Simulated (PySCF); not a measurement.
## Energy and gradient calculation, with input and output: MoH2O2F4

The run: energy and gradient calculation of MoH2O2F4. Method and program: HF/STO-3G, RHF (PySCF 2.14.0).

The geometry comes from this level: PBE0-D4/def2-TZVP. Figures and captions count atoms from 1; the log counts them from 0 in places.

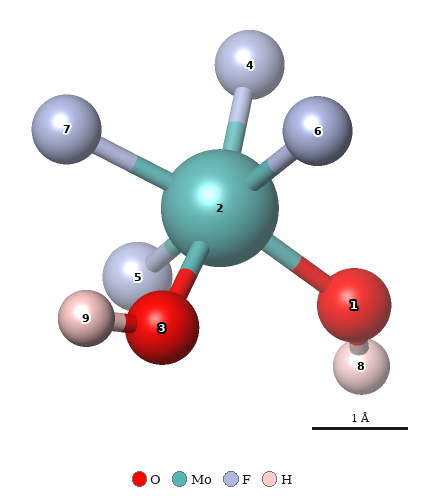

**Figure 1.** The structure as given in the input (ball-and-stick view, seen at a tilt; atoms are numbered from 1 in the order of the input). Sticks mark near contacts. Bond lengths as drawn: F–Mo 1.83 to 1.86 Å, H–O 0.96 Å and Mo–O 1.83 to 1.84 Å.

### Key numbers

```json
{"quantity": "outcome", "value": "converged"}
{"quantity": "total energy", "value": "−4477.087299 hartree"}
{"quantity": "basis functions", "value": "59"}
{"quantity": "largest force", "value": "3.147 eV/Å"}
{"quantity": "HOMO", "value": "−10.35 eV"}
{"quantity": "LUMO", "value": "3.13 eV"}
{"quantity": "dipole moment", "value": "1.89 D"}
{"quantity": "hardware", "value": "1 thread of Intel Xeon @ 2.50GHz (Skylake/Cascade Lake), 189 GiB of memory available, shared host"}
{"quantity": "wall time", "value": "19 s"}
{"quantity": "peak memory", "value": "0.13 GiB"}
```

### Notes

The record of the run, not the program, notes: no relativistic term for heavy atoms.

### Input (job.py)
```python
import pyscf.grad
from pyscf import gto

mol = gto.Mole()
mol.atom = [
    ('O', (-1.667300, 0.347500, -0.116700)),
    ('Mo', (0.036500, -0.302000, 0.039300)),
    ('O', (0.738100, 1.304100, 0.615500)),
    ('F', (-0.270500, -2.055400, -0.417900)),
    ('F', (0.158300, 0.085300, -1.769700)),
    ('F', (-0.278500, -0.846700, 1.759600)),
    ('F', (1.825400, -0.787200, -0.067600)),
    ('H', (-2.124900, 0.752800, -0.859800)),
    ('H', (1.671400, 1.455300, 0.800100)),
]
mol.basis = 'sto-3g'
mol.verbose = 4
mol.max_memory = 1860
mol.build()

mf = mol.RHF()
mf.conv_tol = 1e-10
mf.kernel()
if not mf.converged:
    mf = mf.newton().run(mf.mo_coeff, mf.mo_occ)

e_tot = mf.e_tot
print('E = %.10f Eh' % e_tot)
grad = mf.Gradients().kernel()
mf.analyze()
```

Launch command:
```bash
OMP_NUM_THREADS=1 python job.py
```

### The program's output
```
PySCF version 2.14.0

[INPUT] num. atoms = 9
[INPUT] num. electrons = 96
[INPUT] charge = 0
[INPUT] spin (= nelec alpha-beta = 2S) = 0
[INPUT] symmetry False subgroup None
[INPUT] Mole.unit = angstrom
[INPUT] Symbol           X                Y                Z      unit          X                Y                Z       unit  Magmom
[INPUT]  1 O     -1.667300000000   0.347500000000  -0.116700000000 AA   -3.150740367487   0.656679828286  -0.220531038737 Bohr   0.0
[INPUT]  2 Mo     0.036500000000  -0.302000000000   0.039300000000 AA    0.068975003547  -0.570697289619   0.074266236695 Bohr   0.0
[INPUT]  3 O      0.738100000000   1.304100000000   0.615500000000 AA    1.394806852541   2.464391839045   1.163126429670 Bohr   0.0
[INPUT]  4 F     -0.270500000000  -2.055400000000  -0.417900000000 AA   -0.511170916695  -3.884143076431  -0.789716547456 Bohr   0.0
[INPUT]  5 F      0.158300000000   0.085300000000  -1.769700000000 AA    0.299143645519   0.161193638425  -3.344248322643 Bohr   0.0
[INPUT]  6 F     -0.278500000000  -0.846700000000   1.759600000000 AA   -0.526288725691  -1.600031109669   3.325162088785 Bohr   0.0
[INPUT]  7 F      1.825400000000  -0.787200000000  -0.067600000000 AA    3.449506067781  -1.487592405258  -0.127745486021 Bohr   0.0
[INPUT]  8 H     -2.124900000000   0.752800000000  -0.859800000000 AA   -4.015479042088   1.422585826573  -1.624786521901 Bohr   0.0
[INPUT]  9 H      1.671400000000   1.455300000000   0.800100000000 AA    3.158488244598   2.750118429080   1.511969872265 Bohr   0.0

nuclear repulsion = 883.780046738166
number of shells = 31
number of NR pGTOs = 177
number of NR cGTOs = 59
basis = sto-3g
ecp = {}

******** <class 'pyscf.scf.hf.RHF'> ********
method = RHF
initial guess = minao
damping factor = 0
level_shift factor = 0
DIIS = <class 'pyscf.scf.diis.CDIIS'>
diis_start_cycle = 1
diis_space = 8
diis_damp = 0
SCF conv_tol = 1e-10
SCF conv_tol_grad = None
SCF max_cycles = 50
direct_scf = True
direct_scf_tol = 1e-13
Set gradient conv threshold to 1e-05
Initial guess from minao.
init E= -4468.60520890984
  HOMO = -0.566208340376851  LUMO = -0.0129344385589073  gap/eV = 15.05535
cycle= 1 E= -4476.1864786696  delta_E= -7.58  |g|= 1.61  |ddm|= 3.83
  HOMO = -0.325109417131383  LUMO = -0.142891232358342  gap/eV = 4.95841
cycle= 2 E= -4475.7221397808  delta_E= 0.464  |g|= 2.24  |ddm|= 3.84
  HOMO = -0.355135385644864  LUMO = 0.108005174740144  gap/eV = 12.60270
cycle= 3 E= -4477.08345189087  delta_E= -1.36  |g|= 0.0859  |ddm|= 2.06
  HOMO = -0.379241440736852  LUMO = 0.122806652178705  gap/eV = 13.66142
cycle= 4 E= -4477.08664829219  delta_E= -0.0032  |g|= 0.0306  |ddm|= 0.162
  HOMO = -0.382290565823577  LUMO = 0.114654851646541  gap/eV = 13.52257
cycle= 5 E= -4477.08711938723  delta_E= -0.000471  |g|= 0.013  |ddm|= 0.0537
  HOMO = -0.380914511493227  LUMO = 0.11299125114609  gap/eV = 13.43986
cycle= 6 E= -4477.08727498594  delta_E= -0.000156  |g|= 0.00432  |ddm|= 0.04
  HOMO = -0.380430907526995  LUMO = 0.11478291564719  gap/eV = 13.47545
cycle= 7 E= -4477.08729641483  delta_E= -2.14e-05  |g|= 0.00133  |ddm|= 0.0153
  HOMO = -0.3803596697174  LUMO = 0.114949433411594  gap/eV = 13.47805
cycle= 8 E= -4477.0872987531  delta_E= -2.34e-06  |g|= 0.000593  |ddm|= 0.00469
  HOMO = -0.38032135775708  LUMO = 0.114879174843195  gap/eV = 13.47509
cycle= 9 E= -4477.08729935785  delta_E= -6.05e-07  |g|= 0.000218  |ddm|= 0.00284
  HOMO = -0.380294448302503  LUMO = 0.114911824070301  gap/eV = 13.47525
cycle= 10 E= -4477.08729944274  delta_E= -8.49e-08  |g|= 8.08e-05  |ddm|= 0.00114
  HOMO = -0.380293008076338  LUMO = 0.114914498085251  gap/eV = 13.47528
cycle= 11 E= -4477.08729945074  delta_E= -7.99e-09  |g|= 4.51e-05  |ddm|= 0.000279
  HOMO = -0.38028754260395  LUMO = 0.114911657538046  gap/eV = 13.47506
cycle= 12 E= -4477.0872994535  delta_E= -2.77e-09  |g|= 1.45e-05  |ddm|= 0.00019
  HOMO = -0.38028704063329  LUMO = 0.114909686050926  gap/eV = 13.47499
cycle= 13 E= -4477.08729945389  delta_E= -3.87e-10  |g|= 3.65e-06  |ddm|= 8.37e-05
  HOMO = -0.380286741961996  LUMO = 0.114910291268823  gap/eV = 13.47500
cycle= 14 E= -4477.08729945395  delta_E= -5.64e-11  |g|= 1.8e-06  |ddm|= 1.49e-05
  HOMO = -0.380286639368034  LUMO = 0.114909972286421  gap/eV = 13.47499
```

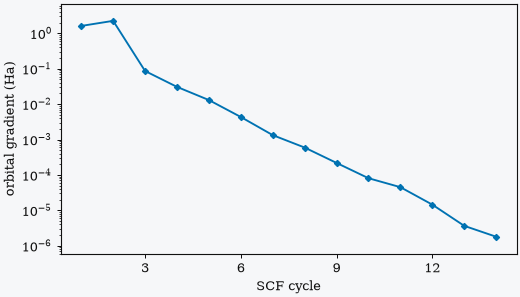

**Figure 2.** Convergence of the self-consistent field: orbital gradient against the SCF cycle. The residual falls almost steadily, with no more than small rises.

```
Extra cycle  E= -4477.08729945391  delta_E= 4e-11  |g|= 1.12e-06  |ddm|= 4.42e-06
converged SCF energy = -4477.08729945391
E = -4477.0872994539 Eh

******** <class 'pyscf.grad.rhf.Gradients'> for <class 'pyscf.scf.hf.RHF'> ********
unit = Eh/Bohr
--------------- RHF gradients ---------------
         x                y                z
0 O    -0.0491109092     0.0233788544    -0.0148608841
1 Mo    -0.0087450326     0.0243057555     0.0009086806
2 O     0.0291875225     0.0403941782     0.0152576556
3 F    -0.0157835861    -0.0559834428    -0.0167763151
4 F     0.0068155294     0.0150503600    -0.0558616201
5 F    -0.0078080506    -0.0153800119     0.0587223233
6 F     0.0567414808    -0.0176552040     0.0010195337
7 H     0.0100078488    -0.0098555986     0.0163278606
8 H    -0.0213048029    -0.0042548908    -0.0047372345
----------------------------------------------
**** SCF Summaries ****
Total Energy =                       -4477.087299453905871
Nuclear Repulsion Energy =             883.780046738165879
One-electron Energy =                -7965.020937514670550
Two-electron Energy =                 2604.153591322598459
Two-electron Coulomb Energy =         2782.187066213143680
DFT Exchange-Correlation Energy =     -178.033474890545222
HOMO-LUMO gap [eV] =                    13.474986155525407
**** MO energy ****
MO #1   energy= -713.967832658778  occ= 2
MO #2   energy= -101.052232124838  occ= 2
MO #3   energy= -94.3470998457737  occ= 2
MO #4   energy= -94.3470242960716  occ= 2
MO #5   energy= -94.347003791107   occ= 2
MO #6   energy= -25.9012186116359  occ= 2
MO #7   energy= -25.8902269929618  occ= 2
MO #8   energy= -25.8724153095942  occ= 2
MO #9   energy= -25.869889923272   occ= 2
MO #10  energy= -20.2778914600567  occ= 2
MO #11  energy= -20.2683801206234  occ= 2
MO #12  energy= -18.2569586922618  occ= 2
MO #13  energy= -15.5058084309227  occ= 2
MO #14  energy= -15.5055784084267  occ= 2
MO #15  energy= -15.5052923576834  occ= 2
MO #16  energy= -9.09358504933615  occ= 2
MO #17  energy= -9.09334162012948  occ= 2
MO #18  energy= -9.0904179872549   occ= 2
MO #19  energy= -9.09021760342463  occ= 2
MO #20  energy= -9.08994107414255  occ= 2
MO #21  energy= -2.96524093990881  occ= 2
MO #22  energy= -2.02769953042511  occ= 2
MO #23  energy= -2.02558125419052  occ= 2
MO #24  energy= -2.02524687781643  occ= 2
MO #25  energy= -1.45177849433763  occ= 2
MO #26  energy= -1.43113290947916  occ= 2
MO #27  energy= -1.42404271440826  occ= 2
MO #28  energy= -1.40525259054626  occ= 2
MO #29  energy= -1.26358468592817  occ= 2
MO #30  energy= -1.2584689809189   occ= 2
MO #31  energy= -0.662012674722381 occ= 2
MO #32  energy= -0.641399816582023 occ= 2
MO #33  energy= -0.572016643998558 occ= 2
MO #34  energy= -0.549599528198933 occ= 2
MO #35  energy= -0.54738026376729  occ= 2
MO #36  energy= -0.535041655010522 occ= 2
MO #37  energy= -0.497955425185998 occ= 2
MO #38  energy= -0.483111477630914 occ= 2
MO #39  energy= -0.476840688618452 occ= 2
MO #40  energy= -0.454547979400962 occ= 2
MO #41  energy= -0.442997781283664 occ= 2
MO #42  energy= -0.432106127428594 occ= 2
MO #43  energy= -0.42476782158422  occ= 2
MO #44  energy= -0.413791345507518 occ= 2
MO #45  energy= -0.407298817013164 occ= 2
MO #46  energy= -0.39606035894661  occ= 2
MO #47  energy= -0.389284198865686 occ= 2
MO #48  energy= -0.380286639368034 occ= 2
MO #49  energy= 0.114909972286421  occ= 0
MO #50  energy= 0.121748898111821  occ= 0
MO #51  energy= 0.124638832145679  occ= 0
MO #52  energy= 0.355776611297513  occ= 0
MO #53  energy= 0.365996640586776  occ= 0
MO #54  energy= 0.512242616742978  occ= 0
MO #55  energy= 0.623931169056595  occ= 0
MO #56  energy= 0.66264299137307   occ= 0
MO #57  energy= 0.712019160993672  occ= 0
MO #58  energy= 0.770413744621629  occ= 0
MO #59  energy= 0.808555367933715  occ= 0
 ** Mulliken pop on meta-lowdin orthogonal AOs  **
 ** Mulliken pop  **
pop of  0 O 1s            1.99989
pop of  0 O 2s            1.71748
pop of  0 O 2px           1.52796
pop of  0 O 2py           1.66392
pop of  0 O 2pz           1.52775
pop of  1 Mo 1s           2.00000
pop of  1 Mo 2s           1.99997
pop of  1 Mo 3s           1.99983
pop of  1 Mo 4s           1.99971
pop of  1 Mo 5s           0.61736
pop of  1 Mo 2px          2.00000
pop of  1 Mo 2py          2.00000
pop of  1 Mo 2pz          2.00000
pop of  1 Mo 3px          1.99995
pop of  1 Mo 3py          1.99995
pop of  1 Mo 3pz          1.99995
pop of  1 Mo 4px          1.99823
pop of  1 Mo 4py          1.99821
pop of  1 Mo 4pz          1.99828
pop of  1 Mo 5px          0.11934
pop of  1 Mo 5py          0.12098
pop of  1 Mo 5pz          0.12921
pop of  1 Mo 3dxy         1.99963
pop of  1 Mo 3dyz         1.99971
pop of  1 Mo 3dz^2        1.99946
pop of  1 Mo 3dxz         1.99981
pop of  1 Mo 3dx2-y2      1.99950
pop of  1 Mo 4dxy         0.64391
pop of  1 Mo 4dyz         0.58410
pop of  1 Mo 4dz^2        0.70211
pop of  1 Mo 4dxz         0.55572
pop of  1 Mo 4dx2-y2      0.66138
pop of  2 O 1s            1.99989
pop of  2 O 2s            1.73017
pop of  2 O 2px           1.33029
pop of  2 O 2py           1.62911
pop of  2 O 2pz           1.74876
pop of  3 F 1s            1.99995
pop of  3 F 2s            1.93838
pop of  3 F 2px           1.85088
pop of  3 F 2py           1.67451
pop of  3 F 2pz           1.85940
pop of  4 F 1s            1.99995
pop of  4 F 2s            1.94125
pop of  4 F 2px           1.89112
pop of  4 F 2py           1.85141
pop of  4 F 2pz           1.67018
pop of  5 F 1s            1.99995
pop of  5 F 2s            1.93827
pop of  5 F 2px           1.83844
pop of  5 F 2py           1.86322
pop of  5 F 2pz           1.68817
pop of  6 F 1s            1.99995
pop of  6 F 2s            1.94093
pop of  6 F 2px           1.65629
pop of  6 F 2py           1.88053
pop of  6 F 2pz           1.86774
pop of  7 H 1s            0.81939
pop of  8 H 1s            0.82857
 ** Mulliken atomic charges  **
charge of    0O =     -0.43701
charge of    1Mo =      1.87370
charge of    2O =     -0.43821
charge of    3F =     -0.32312
charge of    4F =     -0.35391
charge of    5F =     -0.32804
charge of    6F =     -0.34544
charge of    7H =      0.18061
charge of    8H =      0.17143
Dipole moment(X, Y, Z, Debye): -0.36103,  1.84811, -0.15315
```

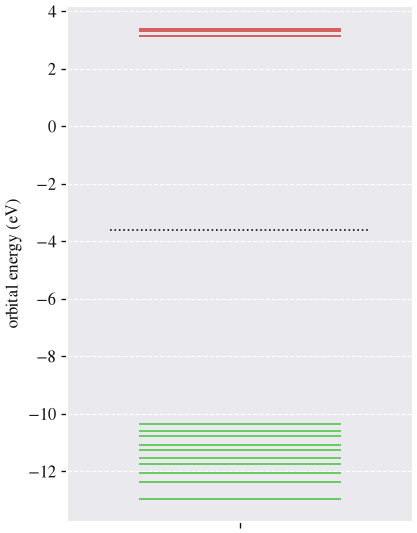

**Figure 3.** Orbital energies near the frontier; the dotted line parts filled from empty levels, and levels within 0.02 eV of each other stand side by side. Highest filled −10.35 eV, lowest empty 3.13 eV, 13.48 eV apart.
